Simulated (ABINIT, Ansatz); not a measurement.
**Quasiparticle gap of MgO (Periclase) in ABINIT**

Aim: the G0W0 gap of MgO (Periclase) on PBE, step by step.

Main program and level: ABINIT 10.8.3; PBE and many-body steps on it, plane waves.

The database entry behind the starting cell differs from later determinations by our own check (about 0.1 % long), so it need not match the best structure at ambient conditions.

### 1. The starting structure

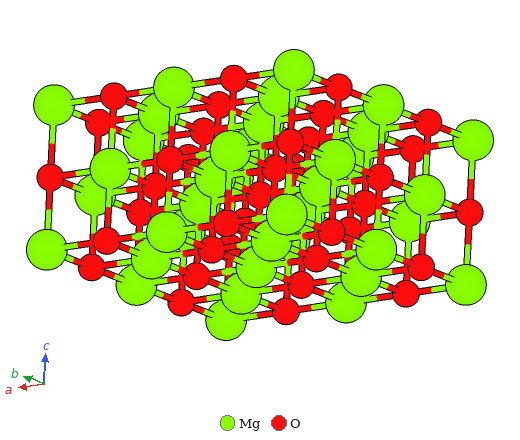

The starting structure, seen from a free direction (magnesium green, oxygen red). 2×2×1 cells are drawn. This picture shows the conventional cell, with its axes. Some periodic images of atoms are drawn too.

The cell and positions come from the Crystallography Open Database and are kept as given unless a step says otherwise.

### 2. Ground state

This step: ABINIT 10.8.3; DFT, PBE, plane waves, norm-conserving pseudopotentials.

The ground-state density comes first.

run.abi reads:

```
acell 3*1.0 Angstrom
rprim 
  -0.000000000000 2.108500000000 2.108500000000
  2.108500000000 0.000000000000 2.108500000000
  2.108500000000 2.108500000000 0.000000000000
ntypat 2
znucl 12 8
natom 2
typat 1 2
xred 
  0.000000000000 0.000000000000 0.000000000000
  0.500000000000 0.500000000000 0.500000000000
pp_dirpath "pseudos"
pseudos "Mg.upf, O.upf"
ecut 38
ngkpt 8 8 8
nshiftk 1
shiftk 0 0 0
kptopt 1
chksymbreak 0
nband 13
occopt 1
tolvrs 1e-10
nstep 60
prtwf 0
optforces 0
optstress 0
indata_prefix "in"
outdata_prefix "out"
tmpdata_prefix "tmp"
```

Launch:

```
> OMP_NUM_THREADS=1 mpirun -n 8 abinit run.abi > log
```

Numbers of over 12 decimals in the logs are rounded to 6 here.

Output:

```text
.Version 10.8.3 of ABINIT. v10.8.2 released Aug 2026.

 Symmetries : space group Fm -3 m (#225); Bravais cF (face-center cubic)
================================================================================
 Values of the parameters that define the memory need of the present run
     intxc =       0    ionmov =       0      iscf =       7    lmnmax =       5
     lnmax =       5     mgfft =      32  mpssoang =       3    mqgrid =    3001
     natom =       2  nloc_mem =       1    nspden =       1   nspinor =       1
    nsppol =       1      nsym =      48    n1xccc =    2501    ntypat =       2
    occopt =       1   xclevel =       2
-    mband =          13        mffmem =           1         mkmem =           4
       mpw =        1427          nfft =       32768          nkpt =          29
================================================================================
  Rough estimation (10% accuracy) of disk space for files :
================================================================================

--------------------------------------------------------------------------------
------------- Echo of variables that govern the present computation ------------
--------------------------------------------------------------------------------
 -outvars: echo values of preprocessed input variables --------
            acell      1.8897261259E+00  1.8897261259E+00  1.8897261259E+00 Bohr

      chksymbreak           0
             ecut      3.80000000E+01 Hartree
-          fftalg         312

              ixc     -101130
              kpt      0.00000000E+00  0.00000000E+00  0.00000000E+00
                       1.25000000E-01  0.00000000E+00  0.00000000E+00
                       2.50000000E-01  0.00000000E+00  0.00000000E+00
                       3.75000000E-01  0.00000000E+00  0.00000000E+00
                       5.00000000E-01  0.00000000E+00  0.00000000E+00
                       1.25000000E-01  1.25000000E-01  0.00000000E+00
                       2.50000000E-01  1.25000000E-01  0.00000000E+00
                       3.75000000E-01  1.25000000E-01  0.00000000E+00
                       5.00000000E-01  1.25000000E-01  0.00000000E+00
   [... 18 further rows ...]
                      -3.75000000E-01  5.00000000E-01  1.25000000E-01
                      -2.50000000E-01  5.00000000E-01  2.50000000E-01
         kptrlatt        8    0    0      0    8    0      0    0    8
          kptrlen      4.50793305E+01
P           mkmem           4
            natom           2
            nband          13
            ngfft          32      32      32
             nkpt          29
            nstep          60
             nsym          48
           ntypat           2
              occ      2.000000  2.000000  2.000000  2.000000  2.000000  2.000000
                       2.000000  2.000000  0.000000  0.000000  0.000000  0.000000
                       0.000000
        optforces           0
        optstress           0
            prtwf           0
            rprim     -0.0000000000E+00  2.1085000000E+00  2.1085000000E+00
[...]
spgroup         225

           tolvrs      1.00000000E-10

             xred      0.0000000000E+00  0.0000000000E+00  0.0000000000E+00
[...]
znucl       12.00000    8.00000

================================================================================

 chkinp: Checking input parameters for consistency.

================================================================================
== DATASET  1 ==================================================================
-   mpi_nproc: 8, omp_nthreads: 1 (-1 if OMP is not activated)

--- !DatasetInfo
iteration_state: {dtset: 1, }
dimensions: {natom: 2, nkpt: 29, mband: 13, nsppol: 1, nspinor: 1, nspden: 1, mpw: 1427, }
cutoff_energies: {ecut:  38.0, pawecutdg:  -1.0, }
electrons: {nelect:   1.60000000E+01, charge:   0.00000000E+00, occopt:   1.00000000E+00, tsmear:   1.00000000E-02, }

 Real(R)+Recip(G) space primitive vectors, cartesian coordinates (Bohr,Bohr^-1):
 R(1)=  0.0000000  3.9844875  3.9844875  G(1)= -0.1254867  0.1254867  0.1254867
 R(2)=  3.9844875  0.0000000  3.9844875  G(2)=  0.1254867 -0.1254867  0.1254867
 R(3)=  3.9844875  3.9844875  0.0000000  G(3)=  0.1254867  0.1254867 -0.1254867
 Unit cell volume ucvol=  1.2651657E+02 bohr^3
 Angles (23,13,12)=  6.00000000E+01  6.00000000E+01  6.00000000E+01 degrees

 getcut: wavevector=  0.0000  0.0000  0.0000  ngfft=  32  32  32
         ecut(hartree)=     38.000   => boxcut(ratio)=   2.04647

--- Pseudopotential description ------------------------------------------------
- Mg Generated using ONCVPSP code by D. R. Hamann
- 12.00000  10.00000  171031                  znucl, zion, pspdat
12 -101130 1 -1 1510                          pspcod,pspxc,lmax,lloc,mmax
     nproj     2     2     0
  pspatm : epsatm=    9.22893308
         --- l  ekb(1:nproj) -->
[...]
pspatm: atomic psp has been read  and splines computed

- O Generated using ONCVPSP code by D. R. Hamann
-  8.00000   6.00000  171031                  znucl, zion, pspdat
12 -101130 2 -1 936                           pspcod,pspxc,lmax,lloc,mmax
     nproj     2     2     1
  pspatm : epsatm=    6.19545534
         --- l  ekb(1:nproj) -->
[...]
1   -4.717130   -1.149271
             2   -1.331955
 pspatm: atomic psp has been read  and splines computed

   2.46790215E+02                                ecore*ucvol(ha*bohr**3)
--------------------------------------------------------------------------------

_setup2: Arith. and geom. avg. npw (full set) are    1416.447    1416.434

================================================================================

--- !BeginCycle
iteration_state: {dtset: 1, }
solver: {iscf: 7, nstep: 60, nline: 4, wfoptalg: 0, }
tolerances: {tolvrs: 1.00E-10, }

     iter   Etot(hartree)      deltaE(h)  residm     vres2
 ETOT  1  -75.933399356280    -7.593E+01 1.121E-01 3.838E+02
 ETOT  2  -75.939874550780    -6.475E-03 1.119E-02 3.657E+02
 ETOT  3  -76.050010251231    -1.101E-01 3.866E-03 3.208E+00
 ETOT  4  -76.050821314389    -8.111E-04 4.415E-04 8.288E-03
 ETOT  5  -76.050821890708    -5.763E-07 5.080E-04 3.051E-04
 ETOT  6  -76.050821976688    -8.598E-08 6.678E-04 1.605E-05
 ETOT  7  -76.050821979871    -3.183E-09 2.731E-04 1.242E-07
 ETOT  8  -76.050821979876    -5.315E-12 3.905E-04 6.254E-09
 ETOT  9  -76.050821979879    -3.396E-12 9.903E-05 9.597E-11

 At SCF step    9       vres2   =  9.60E-11 < tolvrs=  1.00E-10 =>converged.

--- !ResultsGS
iteration_state: {dtset: 1, }
comment   : Summary of ground state results
lattice_vectors:
- [ -0.0000000,   3.9844875,   3.9844875, ]
- [  3.9844875,   0.0000000,   3.9844875, ]
- [  3.9844875,   3.9844875,   0.0000000, ]
lattice_lengths: [   5.63492,    5.63492,    5.63492, ]
lattice_angles: [ 60.000,  60.000,  60.000, ] # degrees, (23, 13, 12)
lattice_volume:   1.2651657E+02
convergence: {deltae: -3.396E-12, res2:  9.597E-11, residm:  9.903E-05, diffor:  0.000E+00, }
etotal    :  -7.60508220E+01
entropy   :   0.00000000E+00
fermie    :   1.72472836E-01
cartesian_stress_tensor: null
pressure_GPa: null
xred      :
- [  0.0000E+00,   0.0000E+00,   0.0000E+00, Mg]
- [  5.0000E-01,   5.0000E-01,   5.0000E-01,  O]
cartesian_forces: null
force_length_stats: {min: null, max: null, mean: null, }

 Integrated electronic density in atomic spheres:
 ------------------------------------------------
 Atom  Sphere_radius  Integrated_density
    1        2.00000          8.38663429
    2        2.00000          6.29705207
================================================================================

 ----iterations are completed or convergence reached----

 Mean square residual over all n,k,spin=   26.270E-08; max=  99.028E-06
 reduced coordinates (array xred) for    2 atoms
       0.000000000000      0.000000000000      0.000000000000
       0.500000000000      0.500000000000      0.500000000000
 rms dE/dt=  0.0000E+00; max dE/dt=  0.0000E+00; dE/dt below (all hartree)
    1       0.000000000000      0.000000000000      0.000000000000
    2       0.000000000000      0.000000000000      0.000000000000

 cartesian coordinates (angstrom) at end:
    1      0.000000     0.000000     0.000000
    2      2.108500     2.108500     2.108500
 length scales=  1.889726125908  1.889726125908  1.889726125908 bohr
              =  1.000000000000  1.000000000000  1.000000000000 angstroms
 prteigrs : about to open file out_EIG
 Fermi (or HOMO) energy (hartree) =   0.17247   Average Vxc (hartree)=  -0.41837
 Eigenvalues (hartree) for nkpt=  29  k points:
 kpt#   1, nband= 13, wtk=  0.00195, kpt=  0.0000  0.0000  0.0000 (reduced coord)
  -2.48723   -1.26531   -1.26531   -1.26531   -0.45853    0.17247    0.17247    0.17247
   0.34641    0.75821    0.75821    0.75821    0.89645
 prteigrs : prtvol=0 or 1, do not print more k-points.

--- !EnergyTerms
iteration_state     : {dtset: 1, }
comment             : Components of total free energy in Hartree
kinetic             :  4.53125594046268E+01
hartree             :  2.07862698222356E+01
xc                  : -1.22460646359516E+01
Ewald energy        : -4.73278672197954E+01
psp_core            :  1.95065525596835E+00
local_psp           : -6.38204822685426E+01
non_local_psp       : -2.07058923384206E+01
total_energy        : -7.60508219798794E+01
total_energy_eV     : -2.06944829121884E+03
band_energy         : -1.27938181591723E+01

== END DATASET(S) ==============================================================
================================================================================

 -outvars: echo values of variables after computation  --------
           etotal     -7.6050821980E+01
            nband          13
             nkpt          29
          spgroup         225
 [... the other variables as echoed above ...]

 Calculation completed.
```

Elapsed: 3.6 s, on 8 MPI ranks of Arm Neoverse V1, shared host; peak memory 0.47 GiB; 28 s of CPU time.

Numbers from this step:

| Quantity | Value |
| --- | --- |
| total energy | -2069.4483 eV |
| gap | 4.733 eV |
| k of the valence top | 0, 0, 0 |
| k of the conduction bottom | 0, 0, 0 |
| least direct gap | 4.733 eV |

The gap is direct, at Γ.

### 3. Bands along the symmetry lines

The cheap functional maps the bands first; the places of the edges decide which points the dearer methods must see.

run.abi reads:

```
acell 3*1.0 Angstrom
rprim 
  -0.000000000000 2.108500000000 2.108500000000
  2.108500000000 0.000000000000 2.108500000000
  2.108500000000 2.108500000000 0.000000000000
ntypat 2
znucl 12 8
natom 2
typat 1 2
xred 
  0.000000000000 0.000000000000 0.000000000000
  0.500000000000 0.500000000000 0.500000000000
pp_dirpath "pseudos"
pseudos "Mg.upf, O.upf"
ecut 38
iscf -2
irdden 1
kptopt 0
nkpt 50
kpt 
  0.00000000 0.00000000 0.00000000
  0.06250000 0.00000000 0.06250000
  0.12500000 0.00000000 0.12500000
  0.18750000 0.00000000 0.18750000
  0.25000000 0.00000000 0.25000000
  0.31250000 0.00000000 0.31250000
  0.37500000 0.00000000 0.37500000
  0.43750000 0.00000000 0.43750000
  0.50000000 0.00000000 0.50000000
  0.51562500 0.03125000 0.51562500
  0.53125000 0.06250000 0.53125000
  0.54687500 0.09375000 0.54687500
  0.56250000 0.12500000 0.56250000
  0.57812500 0.15625000 0.57812500
  0.59375000 0.18750000 0.59375000
  0.60937500 0.21875000 0.60937500
  0.62500000 0.25000000 0.62500000
  0.37500000 0.37500000 0.75000000
  0.32812500 0.32812500 0.65625000
  0.28125000 0.28125000 0.56250000
  0.23437500 0.23437500 0.46875000
  0.18750000 0.18750000 0.37500000
  0.14062500 0.14062500 0.28125000
  0.09375000 0.09375000 0.18750000
  0.04687500 0.04687500 0.09375000
  0.00000000 0.00000000 0.00000000
  0.06250000 0.06250000 0.06250000
  0.12500000 0.12500000 0.12500000
  0.18750000 0.18750000 0.18750000
  0.25000000 0.25000000 0.25000000
  0.31250000 0.31250000 0.31250000
  0.37500000 0.37500000 0.37500000
  0.43750000 0.43750000 0.43750000
  0.50000000 0.50000000 0.50000000
  0.50000000 0.46875000 0.53125000
  0.50000000 0.43750000 0.56250000
  0.50000000 0.40625000 0.59375000
  0.50000000 0.37500000 0.62500000
  0.50000000 0.34375000 0.65625000
  0.50000000 0.31250000 0.68750000
  0.50000000 0.28125000 0.71875000
  0.50000000 0.25000000 0.75000000
  0.50000000 0.21875000 0.71875000
  0.50000000 0.18750000 0.68750000
  0.50000000 0.15625000 0.65625000
  0.50000000 0.12500000 0.62500000
  0.50000000 0.09375000 0.59375000
  0.50000000 0.06250000 0.56250000
  0.50000000 0.03125000 0.53125000
  0.50000000 0.00000000 0.50000000
istwfk *1
nband 15
nbdbuf 2
tolwfr 1e-08
nstep 40
prtwf 0
prtvol 0
indata_prefix "in"
outdata_prefix "out"
tmpdata_prefix "tmp"
```

Output:

```text
.Version 10.8.3 of ABINIT. v10.8.2 released Aug 2026.

 Symmetries : space group Fm -3 m (#225); Bravais cF (face-center cubic)
[... echo of the input left out ...]
== DATASET  1 ==================================================================
-   mpi_nproc: 8, omp_nthreads: 1 (-1 if OMP is not activated)

--- !DatasetInfo
iteration_state: {dtset: 1, }
dimensions: {natom: 2, nkpt: 50, mband: 15, nsppol: 1, nspinor: 1, nspden: 1, mpw: 1429, }
cutoff_energies: {ecut:  38.0, pawecutdg:  -1.0, }
electrons: {nelect:   1.60000000E+01, charge:   0.00000000E+00, occopt:   1.00000000E+00, tsmear:   1.00000000E-02, }

 Real(R)+Recip(G) space primitive vectors, cartesian coordinates (Bohr,Bohr^-1):
 R(1)=  0.0000000  3.9844875  3.9844875  G(1)= -0.1254867  0.1254867  0.1254867
 R(2)=  3.9844875  0.0000000  3.9844875  G(2)=  0.1254867 -0.1254867  0.1254867
 R(3)=  3.9844875  3.9844875  0.0000000  G(3)=  0.1254867  0.1254867 -0.1254867
 Unit cell volume ucvol=  1.2651657E+02 bohr^3
 Angles (23,13,12)=  6.00000000E+01  6.00000000E+01  6.00000000E+01 degrees

 getcut: wavevector=  0.0000  0.0000  0.0000  ngfft=  32  32  32
         ecut(hartree)=     38.000   => boxcut(ratio)=   2.04647

--- Pseudopotential description ------------------------------------------------
- Mg Generated using ONCVPSP code by D. R. Hamann
- 12.00000  10.00000  171031                  znucl, zion, pspdat
12 -101130 1 -1 1510                          pspcod,pspxc,lmax,lloc,mmax
     nproj     2     2     0
  pspatm : epsatm=    9.22893308
         --- l  ekb(1:nproj) -->
             0    2.250005   -0.808630
             1   -6.469357   -2.503313
 pspatm: atomic psp has been read  and splines computed

- O Generated using ONCVPSP code by D. R. Hamann
-  8.00000   6.00000  171031                  znucl, zion, pspdat
12 -101130 2 -1 936                           pspcod,pspxc,lmax,lloc,mmax
     nproj     2     2     1
  pspatm : epsatm=    6.19545534
         --- l  ekb(1:nproj) -->
             0    6.056735    0.824024
[...]
2   -1.331955
 pspatm: atomic psp has been read  and splines computed

--------------------------------------------------------------------------------

================================================================================
 prteigrs : about to open file out_EIG
 Non-SCF case, kpt    1 (  0.00000  0.00000  0.00000), residuals and eigenvalues=
  3.60E-09  2.55E-09  4.12E-09  5.08E-09  1.16E-09  2.24E-09  6.07E-09  9.24E-09
  6.01E-09  1.99E-09  1.74E-09  2.76E-09  8.02E-09  4.95E-08  3.37E-07
 -2.4872E+00 -1.2653E+00 -1.2653E+00 -1.2653E+00 -4.5853E-01  1.7247E-01
  1.7247E-01  1.7247E-01  3.4641E-01  7.5821E-01  7.5821E-01  7.5821E-01
[...]
Non-SCF case, kpt    2 (  0.06250  0.00000  0.06250), residuals and eigenvalues=
  2.74E-09  3.07E-09  2.71E-09  4.77E-09  4.33E-09  9.35E-09  1.48E-09  2.57E-09
[...]
3.39E-09  2.60E-09  2.56E-09  5.71E-09  3.88E-09  6.53E-09  8.09E-10  1.29E-09
  3.31E-10  3.45E-10  2.28E-09  3.59E-09  9.99E-09  4.76E-08  6.44E-07
[...]
Non-SCF case, kpt   49 (  0.50000  0.03125  0.53125), residuals and eigenvalues=
[...]
Non-SCF case, kpt   50 (  0.50000  0.00000  0.50000), residuals and eigenvalues=
[...]
-2.4868E+00 -1.2679E+00 -1.2663E+00 -1.2663E+00 -4.0228E-01  2.4594E-02
  1.2366E-01  1.2366E-01  5.1138E-01  5.3902E-01  6.5222E-01  8.6839E-01
[...]
--- !ResultsGS
iteration_state: {dtset: 1, }
comment   : Summary of ground state results
lattice_vectors:
- [ -0.0000000,   3.9844875,   3.9844875, ]
- [  3.9844875,   0.0000000,   3.9844875, ]
- [  3.9844875,   3.9844875,   0.0000000, ]
lattice_lengths: [   5.63492,    5.63492,    5.63492, ]
lattice_angles: [ 60.000,  60.000,  60.000, ] # degrees, (23, 13, 12)
lattice_volume:   1.2651657E+02
convergence: {deltae:  0.000E+00, res2:  0.000E+00, residm:  9.990E-09, diffor:  0.000E+00, }
etotal    :  -7.60508220E+01
entropy   :   0.00000000E+00
fermie    :   1.72472836E-01
cartesian_stress_tensor: null
pressure_GPa: null
xred      :
- [  0.0000E+00,   0.0000E+00,   0.0000E+00, Mg]
- [  5.0000E-01,   5.0000E-01,   5.0000E-01,  O]
cartesian_forces: null
force_length_stats: {min: null, max: null, mean: null, }

 Integrated electronic density in atomic spheres:
 ------------------------------------------------
 Atom  Sphere_radius  Integrated_density
[...]
================================================================================

 ----iterations are completed or convergence reached----

 Mean square residual over all n,k,spin=   36.121E-10; max=  99.904E-10
 reduced coordinates (array xred) for    2 atoms
       0.000000000000      0.000000000000      0.000000000000
       0.500000000000      0.500000000000      0.500000000000

 cartesian coordinates (angstrom) at end:
    1      0.000000     0.000000     0.000000
    2      2.108500     2.108500     2.108500
 length scales=  1.889726125908  1.889726125908  1.889726125908 bohr
              =  1.000000000000  1.000000000000  1.000000000000 angstroms
 prteigrs : about to open file out_EIG
 Eigenvalues (hartree) for nkpt=  50  k points:
 kpt#   1, nband= 15, wtk=  1.00000, kpt=  0.0000  0.0000  0.0000 (reduced coord)
[...]
kpt#   2, nband= 15, wtk=  1.00000, kpt=  0.0625  0.0000  0.0625 (reduced coord)
[...]
kpt#   3, nband= 15, wtk=  1.00000, kpt=  0.1250  0.0000  0.1250 (reduced coord)
[...]
kpt#  49, nband= 15, wtk=  1.00000, kpt=  0.5000  0.0313  0.5313 (reduced coord)
  -2.48682   -1.26791   -1.26635   -1.26633   -0.40219    0.02529    0.12225    0.12304
   0.51360    0.54123    0.65148    0.86365    0.86992    1.11245    1.17252
 kpt#  50, nband= 15, wtk=  1.00000, kpt=  0.5000  0.0000  0.5000 (reduced coord)
  -2.48682   -1.26793   -1.26634   -1.26634   -0.40228    0.02459    0.12366    0.12366
   0.51138    0.53902    0.65222    0.86839    0.86839    1.10940    1.17063

== END DATASET(S) ==============================================================
================================================================================

 -outvars: echo values of variables after computation  --------
            nband          15
             nkpt          50
          spgroup         225
 [... the other variables as echoed above ...]

 Calculation completed.
```

Run time: 2.9 s. Hardware: 8 MPI ranks; peak memory 0.07 GiB; 22 s of CPU time.

Numbers from this step:

| Quantity | Value |
| --- | --- |
| gap | 4.733 eV |
| k of the valence top | 0, 0, 0 |
| k of the conduction bottom | 0, 0, 0 |
| least direct gap | 4.733 eV |

The gap is 4.733 eV, as in the run before at this level.

The electronic bands at the labelled points (eV, zero at the top of the highest filled band; v1 is the highest filled band, c1 the lowest empty one):

```csv
point,v4,v3,v2,v1,c1,c2,c3,c4
Γ,-17.17,0.00,0.00,0.00,4.73,15.94,15.94,15.94
X,-15.64,-4.02,-1.33,-1.33,9.22,9.97,13.05,18.94
U,-15.61,-3.44,-2.67,-1.12,10.14,11.76,12.51,18.11
jump to K,-15.61,-3.44,-2.67,-1.12,10.14,11.76,12.51,18.11
Γ,-17.17,0.00,0.00,0.00,4.73,15.94,15.94,15.94
L,-15.86,-4.57,-0.63,-0.63,7.91,12.57,16.32,16.32
W,-15.58,-2.91,-2.91,-1.75,11.66,11.66,12.15,15.52
X,-15.64,-4.02,-1.33,-1.33,9.22,9.97,13.05,18.94
```

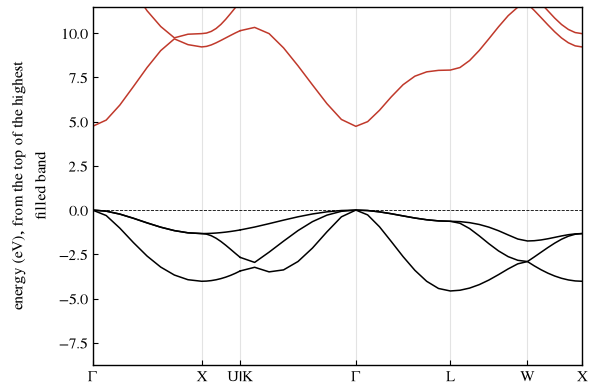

Electronic bands along the path; lines of filled and empty bands in two colours.

(Continued in part 2 of 2.)

[Paths, hosts, dates, memory and timing lines, banners, echoed tables and standing remarks are left out of the program output.]

[Logs are printed without paths, hosts, clocks, repeated set-up lines and the standing remarks that a program may print on its own settings, such as how far it seeks lower states.]

[Runs of the session that timed out or met a known fault of the program may be left out.]

[Hosts, paths, dates, database ids (printed as entryN), source tags and the programs' standing remarks are cut or masked in the printed files.]

[G0W0 gaps are taken among the corrected bands and points alone; a level outside them can change the order at an edge.]

[Where Ansatz stands beside ABINIT at settings called matched, ABINIT's density can come from a denser mesh and the files from another edition; pairs whose starting gaps differed by over 0.03 eV were left out, so agreement reads better than it is.]
